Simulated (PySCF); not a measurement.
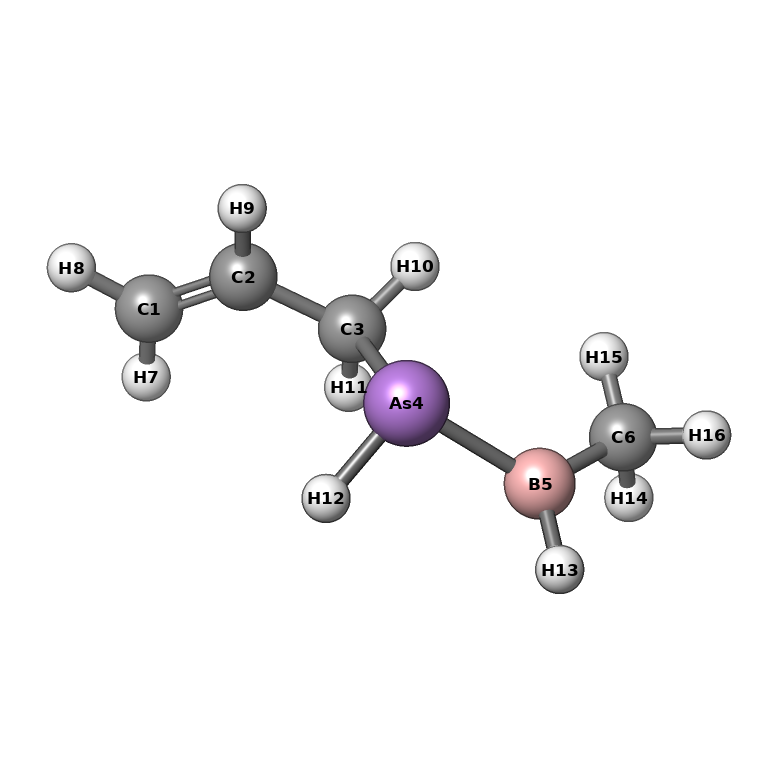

Computed geometry: PBE0-D3(BJ)/def2-SVP optimisation. No frequency run is at hand to confirm it as a minimum. Level of theory: B3LYP/pcJ-1 (pcSseg-1 on As) indirect spin-spin coupling, non-relativistic, gas phase (PySCF 2.14.0). Isotopes: 11B, 13C, 1H.

Give the spin–spin coupling constants of these pairs, with the number of bonds between them: B5/C6, B5/H13, B5/H14, B5/H15, B5/H16, B5/H12, C2/B5, B5/H11.

```json
{"pair": "B5, C6", "bonds apart": "1", "J (Hz)": "52.0"}
{"pair": "B5, H13", "bonds apart": "1", "J (Hz)": "140.6"}
{"pair": "B5, H14", "bonds apart": "2", "J (Hz)": "−4.5"}
{"pair": "B5, H15", "bonds apart": "2", "J (Hz)": "−5.8"}
{"pair": "B5, H16", "bonds apart": "2", "J (Hz)": "−5.1"}
{"pair": "B5, H12", "bonds apart": "2", "J (Hz)": "−1.0"}
{"pair": "C2, B5", "bonds apart": "3", "J (Hz)": "4.3"}
{"pair": "B5, H11", "bonds apart": "3", "J (Hz)": "2.3"}
```
